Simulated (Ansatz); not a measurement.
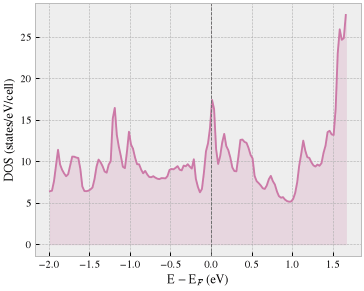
*Density of states of La3Si2 (P4/mbm) near the Fermi level, PBEsol, rigid bands run with Ansatz (a program for electronic structure).*

How far does the Fermi level move in a rigid band for 0.1 electron a cell added or removed?

7 meV and -7 meV.

A metal at this level (no band gap); rigid bands, thermally averaged at 300 K, both spins. Spin-orbit coupling is left out. Geometry: cell and atoms relaxed with PBEsol.

Computed structure with no diffraction record at hand here (it may be known, metastable or hypothetical): La3Si2 (P4/mbm).
